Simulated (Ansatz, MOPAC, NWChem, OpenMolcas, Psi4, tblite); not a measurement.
# How methods differ on GeSiH6O (SMILES [OH][GeH2][SiH3])

The runs start from one conformer, not always the lowest.

GeSiH6O, singlet, SMILES `[OH][GeH2][SiH3]`. Each level relaxes the structure for itself.

Quantity: the highest harmonic wavenumber at each level's own minimum, in cm⁻¹. The values are calculated.

| level | kind | program | value (cm⁻¹) |
| --- | --- | --- | --- |
| MNDO | semi-empirical | MOPAC | 4128 |
| PM3 | semi-empirical | MOPAC | 3950 |
| GFN2-xTB | semi-empirical | tblite | 3660 |
| HF/3-21G | Hartree–Fock | OpenMolcas | 3964 |
| HF/6-31G* (spherical functions) | Hartree–Fock | NWChem | 4109 |
| HF/6-31G* (Cartesian functions) | Hartree–Fock | OpenMolcas | 4123 |
| PBE0-D4/def2-TZVP | global hybrid | Ansatz | 3897 |
| wB97X-D/def2-SVP (density fitting) | range-separated hybrid | Psi4 | 3941 |

All-electron rows without a relativistic Hamiltonian named are non-relativistic. Harmonic and unscaled. The values span 3660 to 4128 cm⁻¹.

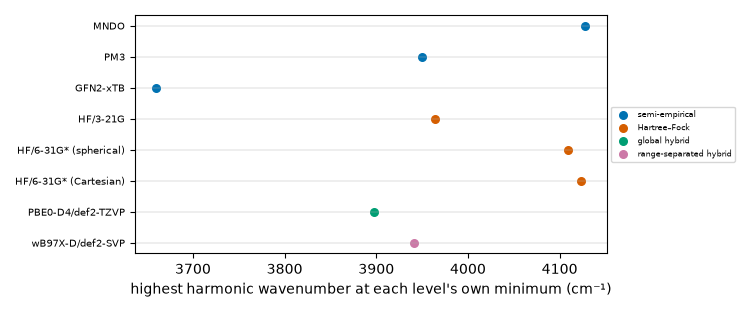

The values of the table, level by level.
